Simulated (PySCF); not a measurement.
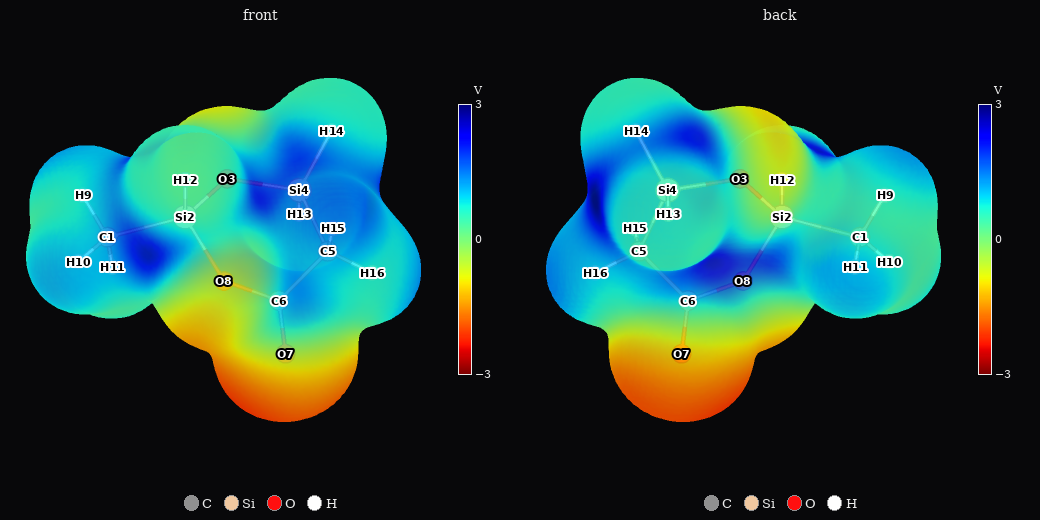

Figure. C3H8O3Si2. The electrostatic potential painted on the density surface at 0.004 e/bohr³, seen from the front and from behind; the colour scale runs from red (negative) to blue (positive).

Geometry: GFN2-xTB.

Computed with PBE0/pcSseg-1, SCF density, gas phase, non-relativistic in PySCF 2.14.0.

```xyz
16

C     2.6097   -0.6828    0.2206
Si    1.1211    0.4164    0.5744
O     0.0151   -0.4373    1.4340
Si   -1.5853   -0.5800    1.1849
C    -1.9257    0.6938   -0.2050
C    -0.8695    0.5282   -1.2437
O    -1.0627    0.1501   -2.3642
O     0.3818    0.8234   -0.8304
H     3.0597   -1.0315    1.1439
H     3.3655   -0.1311   -0.3280
H     2.3382   -1.5536   -0.3717
H     1.3492    1.6566    1.3036
H    -1.8359   -1.9490    0.7530
H    -2.2278   -0.1691    2.4272
H    -1.8393    1.6901    0.2274
H    -2.9017    0.5848   -0.6699
```

**Describe the electrostatic potential map.**

The most negative region (about −2.1 V, or −48 kcal/mol for a unit charge) lies over O7, the most positive (about +2.8 V, or +65 kcal/mol for a unit charge) over Si4. O7 is the likeliest acceptor of a hydrogen bond.

**How polar is the molecule by this calculation?**

Its dipole moment is 3.02 D.
